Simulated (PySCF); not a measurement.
C5H13F3Si2, SMILES C([SiH2][SiH2]C(C)(C)C)(F)(F)F, singlet at its GFN2-xTB optimised geometry (Å):

```
23

C      2.2118    -0.9374     2.1850
C      1.6406     0.4777     2.0884
C      2.2489     1.1776     0.8727
C      2.0225     1.2527     3.3485
Si    -0.2754     0.4111     1.9267
Si    -0.8357    -0.7565     0.0000
C     -2.7800    -0.7565     0.0000
F     -3.2890    -1.3570     1.1002
F     -3.3328    -1.3826    -1.0551
F     -3.2893     0.4970     0.0000
H      1.9844    -1.5142     1.2894
H      1.8033    -1.4633     3.0453
H      3.2954    -0.9027     2.2964
H      3.3328     1.2355     0.9709
H      1.8667     2.1917     0.7767
H      2.0230     0.6365    -0.0453
H      3.1059     1.2989     3.4561
H      1.6436     2.2713     3.3070
H      1.6152     0.7745     4.2364
H     -0.8191    -0.2294     3.1360
H     -0.7846     1.7926     1.8979
H     -0.5491    -0.1823    -1.3194
H     -0.5495    -2.1917    -0.1044
```

Method: PBE0/def2-SVP (PySCF). Cells within 0.4 Å of a nucleus heavier than hydrogen are left out (blank, or x).

Map of the electrostatic potential (hartree/e), clipped to [-0.08, 0.12] on the plane z = 0.0 Å:

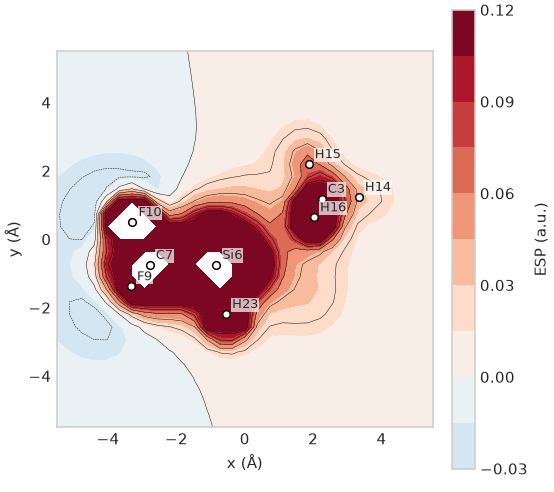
*Electrostatic potential (hartree/e), clipped to [-0.08, 0.12] on the plane z = 0.0 Å.*
